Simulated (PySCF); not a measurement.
**TPSS/def2-TZVPPD run of BF (SMILES [B]F)**

What is the vertical electron affinity of BF at TPSS/def2-TZVPPD? Input form: a Python script.

The calculation is run with PySCF 2.14.0.

5 further runs of the same task are left out: 5 set aside as unsound or not needed.

**1. The structure to begin with**

BF has 2 atoms, charge 0, and is taken as a singlet. SMILES: `[B]F`. The shape is that of a GFN2-xTB optimisation.

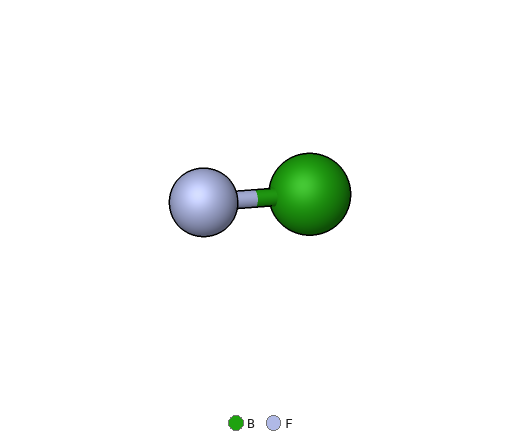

The structure, seen from a chosen angle (boron green, fluorine light blue).

**2. The energy at TPSS/def2-TZVPPD**

run.py

```python
# 13768-60-0
from pyscf import gto, dft

mol = gto.Mole()
mol.atom = 'B 0.000000 0.000000 0.000000; F 0.000000 0.000000 1.244390'
mol.verbose = 4
mol.max_memory = 1860
mol.basis = 'def2-tzvppd'
mol.build()

ks = dft.RKS(mol, xc='tpss')
ks.grids.level = 5
ks.conv_tol = 1e-10
ks.kernel()
if not ks.converged:
    ks = ks.newton().run(ks.mo_coeff, ks.mo_occ)

e_tot = ks.e_tot
print('E = %.10f Eh' % e_tot)
```

Run with:

```console
$ OMP_NUM_THREADS=1 python run.py
```

Log:

```text
PySCF version 2.14.0

[INPUT] num. atoms = 2
[INPUT] num. electrons = 14
[INPUT] charge = 0
[INPUT] spin (= nelec alpha-beta = 2S) = 0
[INPUT] symmetry False subgroup None
[INPUT] Mole.unit = angstrom
[INPUT] Symbol           X                Y                Z      unit          X                Y                Z       unit  Magmom
[INPUT]  1 B      0.000000000000   0.000000000000   0.000000000000 AA    0.000000000000   0.000000000000   0.000000000000 Bohr   0.0
[INPUT]  2 F      0.000000000000   0.000000000000   1.244390000000 AA    0.000000000000   0.000000000000   2.351556292148 Bohr   0.0

nuclear repulsion = 19.1362631421017
number of shells = 27
number of NR pGTOs = 107
number of NR cGTOs = 77
basis = def2-tzvppd
ecp = {}

******** <class 'pyscf.dft.rks.RKS'> ********
method = RKS
initial guess = minao
damping factor = 0
level_shift factor = 0
DIIS = <class 'pyscf.scf.diis.CDIIS'>
diis_start_cycle = 1
diis_space = 8
diis_damp = 0
SCF conv_tol = 1e-10
SCF conv_tol_grad = None
SCF max_cycles = 50
direct_scf = True
direct_scf_tol = 1e-13
XC library pyscf.dft.libxc version 7.0.0
    S. Lehtola, C. Steigemann, M. J.T. Oliveira, and M. A.L. Marques.,  SoftwareX 7, 1–5 (2018)
XC functionals = tpss
    J. Tao, J. P. Perdew, V. N. Staroverov, and G. E. Scuseria.,  Phys. Rev. Lett. 91, 146401 (2003)
    J. Tao, J. P. Perdew, V. N. Staroverov, and G. E. Scuseria.,  Phys. Rev. Lett. 91, 146401 (2003)
radial grids:
    Treutler-Ahlrichs [JCP 102, 346 (1995); DOI:10.1063/1.469408] (M4) radial grids

becke partition: Becke, JCP 88, 2547 (1988); DOI:10.1063/1.454033
pruning grids: <function nwchem_prune>
grids dens level: 5
symmetrized grids: False
atomic radii adjust function: <function treutler_atomic_radii_adjust>
small_rho_cutoff = 0
Set gradient conv threshold to 1e-05
Initial guess from minao.
tot grids = 87040
init E= -124.856566559129
  HOMO = -0.260584503429705  LUMO = -0.0707968671823853  gap/eV = 5.16438
cycle= 1 E= -124.703435000391  delta_E= 0.153  |g|= 0.397  |ddm|= 1.07
  HOMO = -0.253473178789438  LUMO = -0.0575797923545779  gap/eV = 5.33053
cycle= 2 E= -124.60942765472  delta_E= 0.094  |g|= 0.877  |ddm|= 0.464
  HOMO = -0.245211692109674  LUMO = -0.0638402277699758  gap/eV = 4.93537
cycle= 3 E= -124.724842915095  delta_E= -0.115  |g|= 0.0463  |ddm|= 0.341
  HOMO = -0.255822339238136  LUMO = -0.0696044855371725  gap/eV = 5.06725
cycle= 4 E= -124.725400706804  delta_E= -0.000558  |g|= 0.0102  |ddm|= 0.0491
  HOMO = -0.253030699878906  LUMO = -0.0675080911265278  gap/eV = 5.04833
cycle= 5 E= -124.725428600744  delta_E= -2.79e-05  |g|= 0.00157  |ddm|= 0.0108
  HOMO = -0.253107544028733  LUMO = -0.0676515673880474  gap/eV = 5.04651
cycle= 6 E= -124.725429023775  delta_E= -4.23e-07  |g|= 0.000149  |ddm|= 0.00107
  HOMO = -0.253137676445832  LUMO = -0.0676721979167363  gap/eV = 5.04677
cycle= 7 E= -124.725429027745  delta_E= -3.97e-09  |g|= 1.91e-05  |ddm|= 0.000202
  HOMO = -0.25313753866417  LUMO = -0.0676712097502687  gap/eV = 5.04680
cycle= 8 E= -124.725429027792  delta_E= -4.76e-11  |g|= 4.65e-06  |ddm|= 4.79e-05
  HOMO = -0.253137590744593  LUMO = -0.0676710857152848  gap/eV = 5.04680
Extra cycle  E= -124.725429027781  delta_E= 1.18e-11  |g|= 1.01e-05  |ddm|= 8.4e-06
converged SCF energy = -124.725429027781
E = -124.7254290278 Eh
```

It took 7.8 s on 1 thread of Arm Neoverse V2, shared host; peak memory 0.39 GiB.

**3. The doublet anion**

geometry.xyz

```xyz
2

B      0.000000     0.000000     0.000000
F      0.000000     0.000000     1.244390
```

input.py

```python
from pyscf import gto, dft

mol = gto.Mole()
mol.atom = 'geometry.xyz'
mol.spin = 1
mol.max_memory = 1860
mol.charge = -1
mol.basis = 'def2-tzvppd'
mol.verbose = 3
mol.build()

mf = dft.UKS(mol, xc='tpss')
mf.grids.level = 5
mf.conv_tol = 1e-10
mf.kernel()
if not mf.converged:
    mf = mf.newton().run(mf.mo_coeff, mf.mo_occ)

e_final = mf.e_tot
print('E(%s) = %.9f' % ('TPSS', e_final))
```

Run with:

```console
$ OMP_NUM_THREADS=1 python input.py
```

Log:

```text
WARN: HOMO -0.0707968671823934 >= LUMO -0.0707968671824045

converged SCF energy = -124.684112517465  <S^2> = 0.75544751  2S+1 = 2.0054401
E(TPSS) = -124.684112517
```

Run time: 20 s. Hardware: 1 thread of Arm Neoverse V2, shared host; peak memory 0.4 GiB.

**4. Summary of results**

At TPSS/def2-TZVPPD:

| quantity | value |
| --- | --- |
| singlet BF: total energy | -124.72543 Eh |
| singlet BF: dipole moment | 1.18 D |
| singlet BF: HOMO energy | -6.89 eV |
| singlet BF: LUMO energy | -1.84 eV |
| singlet BF: HOMO–LUMO gap | 5.05 eV |
| doublet anion: total energy | -124.68411 Eh |
| doublet anion: HOMO energy (highest over α and β) | 3.86 eV |
| doublet anion: LUMO energy (lowest over α and β) | 3.99 eV |
| doublet anion: ⟨S²⟩ | 0.755 |
| vertical electron affinity (to the doublet anion) | -1.124 eV |

In words: The anion lies 1.12 eV (108 kJ/mol) above the neutral: the electron isn't bound at this level, and such a value depends on the basis. The HOMO (doublet anion) lies at positive energy, 3.86 eV, as semi-local functionals often give for anions; only total energies tell whether the electron is bound.
